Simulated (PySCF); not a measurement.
# NMR shielding calculation of C$_{5}$H$_{9}$NSi

C$_{5}$H$_{9}$NSi, computed with GIAO BP86/pcSseg-1 NMR shielding, non-relativistic, gas phase (PySCF 2.14.0).

The geometry comes from this level: GFN2-xTB, coordinate held. Figures and captions count atoms from 1; the log counts them from 0 in places.

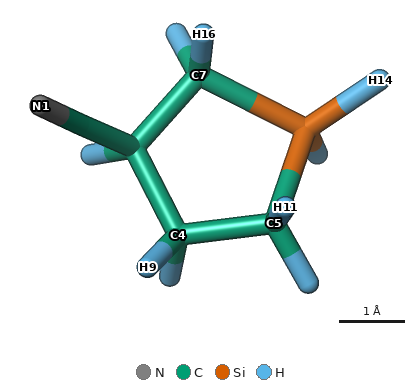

Figure 1. The structure (stick view, seen at a tilt; atoms are numbered from 1 in the order of the input).

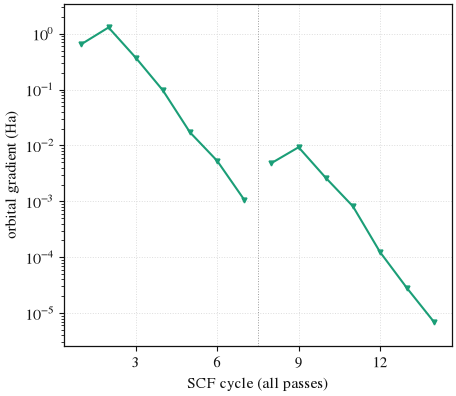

Figure 2. Convergence of the self-consistent field: orbital gradient against the SCF cycle. The dotted line marks the change from a coarse to the final integration grid. The first 7 cycles use a coarse grid, the final grid takes over at cycle 8, and the field converges after 14 cycles in all.

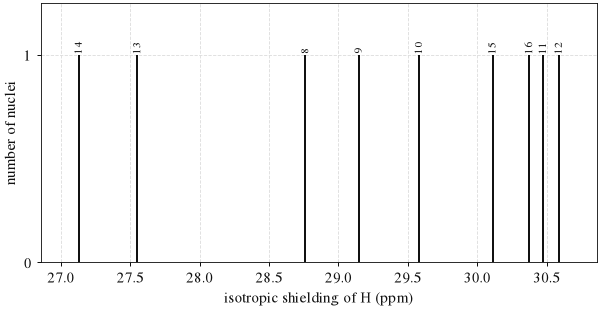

Figure 3. Isotropic shieldings of the hydrogen nuclei in this fixed geometry, labelled by atom number; shielding grows to the right, so chemical shift grows to the left. The least shielded is H14 (27.1 ppm), the most shielded H12 (30.6 ppm).

The input and output of the run follow.

### The input
```
{"job": {"kind": "nmr", "xc": "BP86", "basis": "pcSseg-1", "every": 2, "pop": false}, "charge": 0, "multiplicity": 1}
N      3.053511     0.021599     1.253561
C      2.186225    -0.038436     0.509571
C      1.064808    -0.117103    -0.392937
C      0.257339     1.209478    -0.341069
C     -1.087668     1.012978     0.360040
Si    -1.608066    -0.760687    -0.080968
C      0.204134    -1.342268    -0.011571
H      1.468719    -0.248452    -1.402168
H      0.846598     1.987704     0.149469
H      0.073604     1.536857    -1.366473
H     -0.958812     1.101415     1.439961
H     -1.782145     1.794945     0.061089
H     -2.170727    -0.865395    -1.430354
H     -2.467079    -1.406831     0.907946
H      0.438877    -2.184691    -0.659559
H      0.446363    -1.657175     1.005331
```

The first line tells a small driver script what to run in PySCF; the rest is the geometry in Å.

Command:
```bash
OMP_NUM_THREADS=1 python <driver script> task.json out
```

### What the program printed
```
coarse grid: 13696 points
cycle   1  E = -539.9960325875  dE =  6.176e-01  |g| = 6.500e-01  |ddm| = 3.713e+00
cycle   2  E = -539.6887905723  dE =  3.072e-01  |g| = 1.294e+00  |ddm| = 1.849e+00
cycle   3  E = -540.0740170505  dE = -3.852e-01  |g| = 3.736e-01  |ddm| = 1.328e+00
cycle   4  E = -540.1032120860  dE = -2.920e-02  |g| = 9.716e-02  |ddm| = 3.059e-01
cycle   5  E = -540.1055168187  dE = -2.305e-03  |g| = 1.717e-02  |ddm| = 1.179e-01
cycle   6  E = -540.1055831461  dE = -6.633e-05  |g| = 5.320e-03  |ddm| = 2.397e-02
cycle   7  E = -540.1055913589  dE = -8.213e-06  |g| = 1.064e-03  |ddm| = 8.308e-03
final grid: 127312 points
cycle   8  E = -540.1620954035  dE = -5.119e-05  |g| = 4.835e-03  |ddm| = 3.662e-02
cycle   9  E = -540.1620803456  dE =  1.506e-05  |g| = 9.297e-03  |ddm| = 1.224e-02
cycle  10  E = -540.1620997128  dE = -1.937e-05  |g| = 2.641e-03  |ddm| = 8.154e-03
cycle  11  E = -540.1621010806  dE = -1.368e-06  |g| = 8.158e-04  |ddm| = 2.313e-03
cycle  12  E = -540.1621011920  dE = -1.114e-07  |g| = 1.236e-04  |ddm| = 8.552e-04
cycle  13  E = -540.1621011959  dE = -3.886e-09  |g| = 2.769e-05  |ddm| = 1.762e-04
cycle  14  E = -540.1621011961  dE = -1.942e-10  |g| = 6.816e-06  |ddm| = 4.224e-05
converged SCF energy = -540.1621011961

GIAO shielding tensors (ppm)
atom      isotropic    diamagn.    paramagn.     s11        s22        s33       span
  0 N      -20.670     341.931    -362.601   -184.512   -154.600    277.102    461.614
  1 C       55.161     259.884    -204.723    -71.978    -56.326    293.786    365.764
  2 C      155.066     249.593     -94.527    128.298    166.587    170.313     42.015
  3 C      145.493     248.257    -102.763    110.702    156.227    169.551     58.849
  4 C      169.704     251.189     -81.485    148.774    172.754    187.583     38.809
  5 Si     360.225     880.750    -520.525    295.998    371.309    413.367    117.369
  6 C      164.593     251.103     -86.510    138.569    162.205    193.005     54.436
  7 H       28.762      29.698      -0.936     25.347     26.209     34.730      9.383
  8 H       29.145      30.694      -1.549     23.954     28.478     35.003     11.049
  9 H       29.581      30.877      -1.296     24.110     28.796     35.836     11.726
 10 H       30.475      31.050      -0.575     25.992     28.137     37.296     11.304
 11 H       30.589      29.429       1.160     25.656     27.690     38.420     12.764
 12 H       27.551      28.996      -1.445     24.245     24.887     33.522      9.276
 13 H       27.130      28.783      -1.653     23.930     24.299     33.159      9.229
 14 H       30.111      29.740       0.372     25.311     27.971     37.051     11.740
 15 H       30.376      31.101      -0.725     25.445     29.271     36.411     10.967
```

### Key numbers

```csv
quantity,value
outcome,converged
total energy,−540.162101 hartree
HOMO,−7.54 eV
LUMO,−0.56 eV
dipole moment,3.95 D
"isotropic shielding, N",−20.7 ppm
"isotropic shielding, C",55.2 to 169.7 ppm
"isotropic shielding, Si",360.2 ppm
"isotropic shielding, H",27.1 to 30.6 ppm
hardware,"1 CPU thread, shared host"
wall time,32 s
peak memory,0.6 GiB
```
